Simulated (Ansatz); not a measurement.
**AlPH3F3: single-point calculation**

- system: AlPH3F3
- method: RKS PBE-D4/def2-TZVP (Ansatz 0.2.0)

The geometry comes from this level: B3LYP-D4/def2-SVP. Figures and captions count atoms from 1; the log counts them from 0 in places.

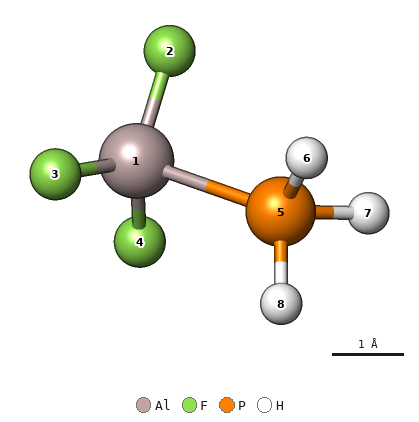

The input geometry (ball-and-stick view, seen at a tilt; atoms are numbered from 1 in the order of the input). Sticks mark near contacts. Bond lengths as drawn: Al–F 1.66 to 1.67 Å, Al–P 2.51 Å and H–P 1.42 Å.

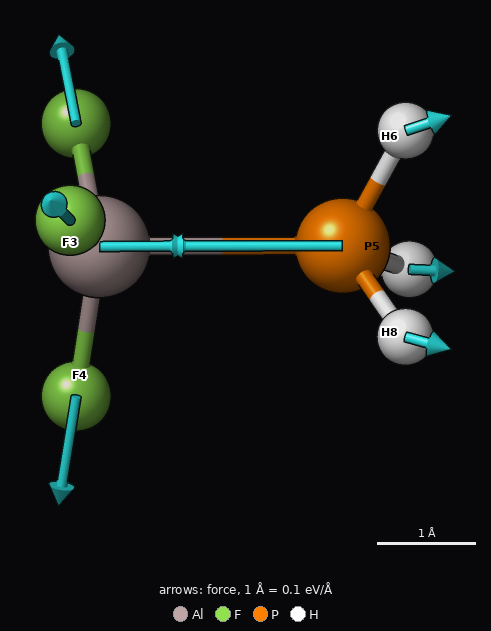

Forces on the atoms as teal arrows (ball-and-stick view, seen at a tilt; atoms are numbered from 1 in the order of the input). The largest act on P5 (0.19 eV/Å); all 3 F atoms (0.12 eV/Å); Al1 (0.10 eV/Å). The geometry is not a stationary point of this energy.

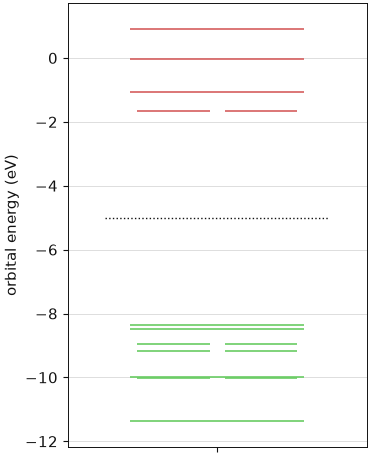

Orbital energies near the frontier; the dotted line parts filled from empty levels, and levels within 0.02 eV of each other stand side by side. Highest filled −8.36 eV, lowest empty −1.67 eV, 6.69 eV apart.

The input and output of the run follow.

### Input file
```yaml
crystal:
  periodic: [false, false, false]
  atoms:
    - {symbol: Al, position_ang: [-0.004385, 0.009958, -1.406216]}
    - {symbol: F, position_ang: [1.639274, -0.032851, -1.668542]}
    - {symbol: F, position_ang: [-0.788942, 1.456802, -1.657602]}
    - {symbol: F, position_ang: [-0.865133, -1.390995, -1.668407]}
    - {symbol: P, position_ang: [0.003055, -0.006508, 1.104583]}
    - {symbol: H, position_ang: [0.691834, 1.034226, 1.771810]}
    - {symbol: H, position_ang: [0.568310, -1.129667, 1.754019]}
    - {symbol: H, position_ang: [-1.244012, 0.059045, 1.770356]}
basis:
  gaussian: {orbitals: def2-TZVP, initial_orbitals: start.molden}
hamiltonian: {xc: pbe, dispersion: d4}
scf: {omitted_lower_state_checks: [starts]}
output: {forces: true, orbitals: {seedname: orbitals}}
```

Command:
```bash
ansatz run in.yaml --threads 2 --pin off --events-out ev --progress --plain --max-ram 4352MiB
```

### Log
```
Functional definition: PBE
  name "PBE"
  cite "Perdew, Burke & Ernzerhof, Phys. Rev. Lett. 77, 3865 (1996) doi:10.1103/PhysRevLett.77.3865"
  parent pbe
  parameter kappa = 0.804
  parameter beta = 0.06672455060314922
  exchange = pbe_x(kappa = kappa, mu = beta*pi^2/3)
  correlation = pbe_c(beta = beta)
these checks for a lower state are left out or cut short: starts
1129 factors; their error is unknown
mean field evaluation 1: about -24079.9655 eV, gradient 1.3e1 eV
mean field evaluation 2: about -24080.1116 eV, gradient 1.6e-1 eV
mean field evaluation 4: about -24080.1042 eV, gradient 2.5e-4 eV
mean field -24080.10415945 eV, -884.9275057790 hartree, gradient 7.2e-6 eV, S^2 0.000000; 0 other end points of the search recorded, 0 dependent functions left out
the calculation of the forces begins
reference -24080.10420712 eV, -884.9275075310 hartree; 29, 29 occupied and 156, 156 virtual orbitals, 1129 factors
Total energy: -24080.25771072 eV, -884.9331486840 hartree
Atom 0 at    -0.004385     0.009958    -1.406216 Å, force     0.000414    -0.000004     0.099928 eV/Å
Atom 1 at     1.639274    -0.032851    -1.668542 Å, force     0.121361    -0.004020    -0.019956 eV/Å
Atom 2 at    -0.788942     1.456802    -1.657602 Å, force    -0.056798     0.106100    -0.016934 eV/Å
Atom 3 at    -0.865133    -1.390995    -1.668407 Å, force    -0.064373    -0.103698    -0.020443 eV/Å
Atom 4 at     0.003055    -0.006508     1.104583 Å, force    -0.000760     0.001973    -0.188717 eV/Å
Atom 5 at     0.691834     1.034226     1.771810 Å, force     0.008791     0.014798     0.048969 eV/Å
Atom 6 at     0.568310    -1.129667     1.754019 Å, force     0.008684    -0.015133     0.048247 eV/Å
Atom 7 at    -1.244012     0.059045     1.770356 Å, force    -0.017320    -0.000018     0.048904 eV/Å
Dipole moment:     0.003315    -0.007320     1.152643 e Å
Checks for a lower state left out: starts
```

### Results in brief

| quantity | value |
| --- | --- |
| outcome | converged |
| total energy | −24080.2577 eV |
| mean-field energy | −24080.1042 eV |
| dispersion energy | −0.1535 eV |
| SCF solution under orbital rotations | stable |
| HOMO | −8.36 eV |
| LUMO | −1.67 eV |
| largest force (length of the vector) | 0.189 eV/Å |
| dipole moment | 5.54 D |
| hardware | 2 threads of Intel Xeon @ 2.90GHz, 54 GiB of memory available, shared host |
| wall time | 2.2 s (CPU time 4.2 s) |
| peak memory | 0.22 GiB |
